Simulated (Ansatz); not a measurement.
# Molecular dynamics, with input and output: CHBFOSi (charge +1) (part 3 of 3)

The same run, continued: CHBFOSi, charge +1, SMILES B#CO[SiH+]F; RKS PBE-D4/def2-SVP (Ansatz 0.2.0). It belongs to a series of runs on one base structure; here: dynamics from the last frame of an earlier run.

Geometry of the input (Å):
```
B  1.3199  -2.6257  1.0632
C  0.7660  -1.5997  -0.0103
O  0.2826  -0.4634  0.0107
Si -0.9941  0.8194  -0.3156
F  -0.6705  1.5258  -1.7451
H  -0.6152  1.6480  0.8503
```

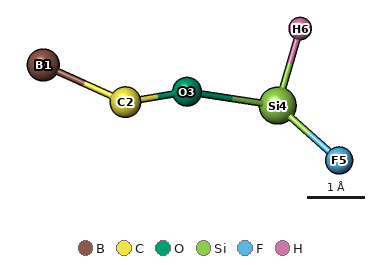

The geometry at step 95 of the log (ball-and-stick view, seen at a tilt; atoms are numbered from 1 in the order of the input).

Trajectory as extended XYZ, continued
```
6
Properties=species:S:1:pos:R:3:forces:R:3 step=40 time_fs=20.0 energy=-14339.00446 temperature=297.5
B     1.2791   -2.6359    1.0766   -0.0072  -0.2384   0.1205
C     0.8334   -1.6132   -0.0004   -0.6084   1.4063   0.0147
O     0.2675   -0.5064    0.0924    0.6107  -1.0306  -0.6221
Si   -0.9581    0.7972   -0.3688    0.1248   0.3433   0.9191
F    -0.7511    1.6067   -1.7401    0.2086  -0.3384  -0.2626
H    -0.4214    1.6715    0.7663   -0.3286  -0.1423  -0.1697
6
Properties=species:S:1:pos:R:3:forces:R:3 step=45 time_fs=22.5 energy=-14339.00370 temperature=295.8
B     1.2722   -2.6400    1.0790    0.0174  -0.2474   0.0817
C     0.8374   -1.5980    0.0022    0.0803  -0.0863  -0.0164
O     0.2710   -0.5221    0.0934   -0.0157   0.4827  -0.5017
Si   -0.9529    0.7977   -0.3647   -0.3893  -0.1252  -0.2154
F    -0.7577    1.6138   -1.7439    0.2018  -0.4780  -0.0405
H    -0.4445    1.6524    0.7088    0.1056   0.4542   0.6923
6
Properties=species:S:1:pos:R:3:forces:R:3 step=50 time_fs=25.0 energy=-14338.91819 temperature=131.4
B     1.2654   -2.6455    1.0818    0.0352  -0.2385   0.0360
C     0.8419   -1.5833    0.0046    0.8826  -1.7264  -0.0627
O     0.2743   -0.5360    0.0926   -0.7361   2.1274  -0.3499
Si   -0.9486    0.7981   -0.3611   -0.8574  -0.5053  -1.1520
F    -0.7637    1.6194   -1.7478    0.2089  -0.5956   0.1595
H    -0.4645    1.6467    0.6717    0.4667   0.9384   1.3691
6
Properties=species:S:1:pos:R:3:forces:R:3 step=55 time_fs=27.5 energy=-14338.90927 temperature=114.2
B     1.2587   -2.6523    1.0848    0.0348  -0.2022  -0.0051
C     0.8505   -1.5768    0.0067    1.1587  -2.3170  -0.0619
O     0.2750   -0.5421    0.0904   -0.9603   2.7205  -0.2692
Si   -0.9460    0.7974   -0.3597   -0.8693  -0.2941  -1.1694
F    -0.7691    1.6231   -1.7512    0.2166  -0.6774   0.2975
H    -0.4717    1.6674    0.6734    0.4194   0.7702   1.2080
6
Properties=species:S:1:pos:R:3:forces:R:3 step=60 time_fs=30.0 energy=-14338.98617 temperature=262.0
B     1.2523   -2.6602    1.0879    0.0116  -0.1321  -0.0428
C     0.8646   -1.5813    0.0086    0.5861  -1.3472   0.0110
O     0.2723   -0.5385    0.0871   -0.4000   1.7600  -0.3000
Si   -0.9452    0.7962   -0.3608   -0.4694   0.3573  -0.4338
F    -0.7737    1.6247   -1.7537    0.2149  -0.7202   0.3624
H    -0.4670    1.7099    0.7097    0.0568   0.0822   0.4031
6
Properties=species:S:1:pos:R:3:forces:R:3 step=65 time_fs=32.5 energy=-14338.99245 temperature=274.3
B     1.2459   -2.6689    1.0906   -0.0228  -0.0464  -0.0732
C     0.8815   -1.5923    0.0105   -0.3519   0.2584   0.0813
O     0.2683   -0.5284    0.0827    0.4721   0.1745  -0.3602
Si   -0.9455    0.7957   -0.3627   -0.0250   0.8776   0.3421
F    -0.7777    1.6240   -1.7550    0.2080  -0.7197   0.3593
H    -0.4606    1.7550    0.7583   -0.2804  -0.5444  -0.3495
6
Properties=species:S:1:pos:R:3:forces:R:3 step=70 time_fs=35.0 energy=-14338.92779 temperature=149.9
B     1.2393   -2.6778    1.0930   -0.0543   0.0357  -0.0986
C     0.8968   -1.6022    0.0128   -1.0730   1.4688   0.1019
O     0.2659   -0.5175    0.0770    1.1161  -1.0178  -0.3763
Si   -0.9458    0.7971   -0.3640    0.2552   1.0532   0.8365
F    -0.7810    1.6211   -1.7553    0.2071  -0.6729   0.2995
H    -0.4621    1.7846    0.7972   -0.4512  -0.8670  -0.7630
6
Properties=species:S:1:pos:R:3:forces:R:3 step=75 time_fs=37.5 energy=-14338.90229 temperature=100.8
B     1.2325   -2.6865    1.0948   -0.0775   0.1130  -0.1331
C     0.9068   -1.6050    0.0156   -1.3738   1.9375   0.0966
O     0.2676   -0.5103    0.0699    1.3666  -1.4904  -0.3423
Si   -0.9456    0.8006   -0.3635    0.3258   0.9315   1.0317
F    -0.7837    1.6160   -1.7545    0.2211  -0.5855   0.1989
H    -0.4767    1.7889    0.8141   -0.4621  -0.9060  -0.8517
6
Properties=species:S:1:pos:R:3:forces:R:3 step=80 time_fs=40.0 energy=-14338.96304 temperature=217.9
B     1.2253   -2.6946    1.0959   -0.0909   0.1859  -0.1816
C     0.9101   -1.5984    0.0189   -1.2427   1.6494   0.0944
O     0.2743   -0.5084    0.0615    1.2271  -1.2345  -0.2773
Si   -0.9447    0.8061   -0.3609    0.1768   0.5455   0.9072
F    -0.7856    1.6090   -1.7532    0.2539  -0.4694   0.0794
H    -0.5049    1.7667    0.8062   -0.3243  -0.6769  -0.6221
6
Properties=species:S:1:pos:R:3:forces:R:3 step=85 time_fs=42.5 energy=-14339.03801 temperature=362.2
B     1.2175   -2.7016    1.0960   -0.0927   0.2413  -0.2261
C     0.9073   -1.5838    0.0227   -0.6862   0.6253   0.0949
O     0.2856   -0.5110    0.0520    0.6991  -0.2555  -0.2007
Si   -0.9435    0.8128   -0.3564   -0.1902  -0.1265   0.3859
F    -0.7867    1.6006   -1.7516    0.3041  -0.3379  -0.0362
H    -0.5424    1.7250    0.7806   -0.0342  -0.1467  -0.0179
6
Properties=species:S:1:pos:R:3:forces:R:3 step=90 time_fs=45.0 energy=-14339.01574 temperature=319.3
B     1.2092   -2.7074    1.0948   -0.0853   0.2659  -0.2426
C     0.9012   -1.5662    0.0269    0.1760  -0.9208   0.0894
O     0.2994   -0.5144    0.0418   -0.1190   1.2523  -0.1371
Si   -0.9427    0.8191   -0.3511   -0.6695  -0.9730  -0.4290
F    -0.7869    1.5911   -1.7501    0.3624  -0.2042  -0.1332
H    -0.5807    1.6794    0.7552    0.3353   0.5798   0.8524
6
Properties=species:S:1:pos:R:3:forces:R:3 step=95 time_fs=47.5 energy=-14338.94891 temperature=191.1
B     1.2005   -2.7116    1.0923   -0.0791   0.2688  -0.2249
C     0.8960   -1.5532    0.0316    0.8783  -2.1746   0.0746
O     0.3128   -0.5131    0.0310   -0.7953   2.4787  -0.1074
Si   -0.9433    0.8234   -0.3467   -0.9552  -1.4973  -0.8929
F    -0.7859    1.5810   -1.7490    0.4090  -0.0835  -0.2098
H    -0.6093    1.6504    0.7545    0.5423   1.0079   1.3604
6
Properties=species:S:1:pos:R:3:forces:R:3 step=100 time_fs=50.0 energy=-14338.99646 temperature=282.5
B     1.1913   -2.7144    1.0885   -0.0841   0.2705  -0.1812
C     0.8948   -1.5506    0.0366    0.8419  -2.0712   0.0167
O     0.3234   -0.5030    0.0199   -0.7838   2.3573  -0.0851
Si   -0.9459    0.8246   -0.3440   -0.8069  -1.2835  -0.4015
F    -0.7837    1.5706   -1.7486    0.4222   0.0040  -0.2618
H    -0.6226    1.6498    0.7920    0.4106   0.7229   0.9128
6
Properties=species:S:1:pos:R:3:forces:R:3 step=105 time_fs=52.5 energy=-14339.07552 temperature=434.7
B     1.1817   -2.7156    1.0837   -0.0973   0.2689  -0.1130
C     0.8976   -1.5578    0.0417    0.1465  -0.6632  -0.1339
O     0.3312   -0.4843    0.0084   -0.1687   0.9476  -0.0157
Si   -0.9502    0.8232   -0.3421   -0.3826  -0.6828   0.5656
F    -0.7801    1.5601   -1.7490    0.3938   0.0402  -0.2633
H    -0.6239    1.6700    0.8556    0.1083   0.0892  -0.0397
6
Properties=species:S:1:pos:R:3:forces:R:3 step=110 time_fs=55.0 energy=-14339.05268 temperature=390.9
B     1.1715   -2.7154    1.0783   -0.1066   0.2464  -0.0222
C     0.9011   -1.5682    0.0461   -0.5938   0.9500  -0.3524
O     0.3384   -0.4621   -0.0031    0.4679  -0.6512   0.0987
Si   -0.9553    0.8202   -0.3391    0.0356  -0.1774   1.2380
F    -0.7752    1.5498   -1.7503    0.3341   0.0202  -0.1812
H    -0.6219    1.6933    0.9186   -0.1372  -0.3880  -0.7808
6
Properties=species:S:1:pos:R:3:forces:R:3 step=115 time_fs=57.5 energy=-14338.98842 temperature=267.3
B     1.1607   -2.7138    1.0728   -0.1068   0.2107   0.0648
C     0.9018   -1.5742    0.0487   -0.9930   1.9683  -0.5473
O     0.3473   -0.4422   -0.0142    0.7855  -1.6693   0.2111
Si   -0.9603    0.8168   -0.3334    0.3111   0.1261   1.3954
F    -0.7693    1.5396   -1.7520    0.2612  -0.0450  -0.0063
H    -0.6237    1.7057    0.9593   -0.2580  -0.5907  -1.1177
6
Properties=species:S:1:pos:R:3:forces:R:3 step=120 time_fs=60.0 energy=-14338.98995 temperature=270.3
B     1.1493   -2.7110    1.0676   -0.1011   0.1929   0.1095
C     0.8976   -1.5706    0.0487   -0.9824   2.1541  -0.6338
O     0.3590   -0.4284   -0.0245    0.7467  -1.9113   0.2815
Si   -0.9647    0.8137   -0.3249    0.4049   0.2548   1.1049
F    -0.7626    1.5292   -1.7538    0.1916  -0.1335   0.2354
H    -0.6329    1.7009    0.9673   -0.2597  -0.5570  -1.0975
6
Properties=species:S:1:pos:R:3:forces:R:3 step=125 time_fs=62.5 energy=-14339.06357 temperature=412.1
B     1.1373   -2.7071    1.0631   -0.0918   0.2042   0.0998
C     0.8887   -1.5565    0.0455   -0.5777   1.4545  -0.5784
O     0.3735   -0.4215   -0.0338    0.3739  -1.3347   0.2858
Si   -0.9683    0.8111   -0.3140    0.3017   0.1803   0.4239
F    -0.7553    1.5183   -1.7548    0.1368  -0.2185   0.4926
H    -0.6497    1.6801    0.9433   -0.1429  -0.2858  -0.7236
6
Properties=species:S:1:pos:R:3:forces:R:3 step=130 time_fs=65.0 energy=-14339.10397 temperature=489.7
B     1.1249   -2.7021    1.0590   -0.0767   0.2212   0.0626
C     0.8770   -1.5355    0.0394    0.1637  -0.0721  -0.4072
O     0.3892   -0.4194   -0.0421   -0.2932   0.0353   0.2156
Si   -0.9713    0.8088   -0.3023    0.0164  -0.1562  -0.6011
F    -0.7475    1.5068   -1.7543    0.1003  -0.2759   0.7039
H    -0.6704    1.6513    0.8985    0.0896   0.2476   0.0262
6
Properties=species:S:1:pos:R:3:forces:R:3 step=135 time_fs=67.5 energy=-14339.03587 temperature=358.7
B     1.1120   -2.6958    1.0553   -0.0574   0.2234   0.0299
C     0.8662   -1.5149    0.0313    0.9697  -1.8546  -0.2074
O     0.4039   -0.4170   -0.0496   -1.0190   1.6700   0.1119
Si   -0.9742    0.8062   -0.2919   -0.3182  -0.6256  -1.6450
F    -0.7394    1.4944   -1.7516    0.0744  -0.2916   0.8107
H    -0.6883    1.6302    0.8550    0.3505   0.8784   0.8998
6
Properties=species:S:1:pos:R:3:forces:R:3 step=140 time_fs=70.0 energy=-14338.99167 temperature=273.9
B     1.0988   -2.6883    1.0518   -0.0421   0.2225   0.0104
C     0.8600   -1.5033    0.0222    1.3022  -2.6057  -0.1086
O     0.4148   -0.4087   -0.0566   -1.3090   2.2987   0.0807
Si   -0.9778    0.8022   -0.2849   -0.4260  -0.7487  -1.9476
F    -0.7310    1.4812   -1.7463    0.0450  -0.2618   0.7713
H    -0.6962    1.6344    0.8369    0.4298   1.0951   1.1937
6
Properties=species:S:1:pos:R:3:forces:R:3 step=145 time_fs=72.5 energy=-14339.07150 temperature=427.2
B     1.0853   -2.6796    1.0484   -0.0347   0.2310   0.0015
C     0.8601   -1.5039    0.0124    0.9170  -1.6170  -0.1630
O     0.4210   -0.3923   -0.0632   -0.9410   1.2165   0.1739
Si   -0.9822    0.7968   -0.2819   -0.1856  -0.2787  -1.2057
F    -0.7226    1.4670   -1.7386    0.0075  -0.1857   0.5796
H    -0.6919    1.6696    0.8523    0.2368   0.6339   0.6137
6
Properties=species:S:1:pos:R:3:forces:R:3 step=150 time_fs=75.0 energy=-14339.11396 temperature=509.1
B     1.0717   -2.6695    1.0449   -0.0278   0.2323   0.0062
C     0.8647   -1.5124    0.0017    0.2264   0.1707  -0.2774
O     0.4237   -0.3715   -0.0692   -0.3077  -0.6284   0.3075
Si   -0.9870    0.7908   -0.2815    0.1838   0.3565  -0.0929
F    -0.7141    1.4524   -1.7291   -0.0254  -0.0651   0.2692
H    -0.6808    1.7233    0.8855   -0.0492  -0.0660  -0.2125
```

Results in brief

- outcome: finished
- mean temperature over the second half: 334 K
- trajectory: 150 steps, 75 fs
- ensemble: nve
- temperature in the input: 500.0 K
- time step: 0.5 fs
- potential energy (last step): −14339.1140 eV
- mean-field energy (last step): −14338.9978 eV
- largest force (length of the vector) (last step): 0.764 eV/Å
- wall time: 4.3 min
- peak memory: 0.12 GiB

Notes

So short a trajectory is not equilibrated.
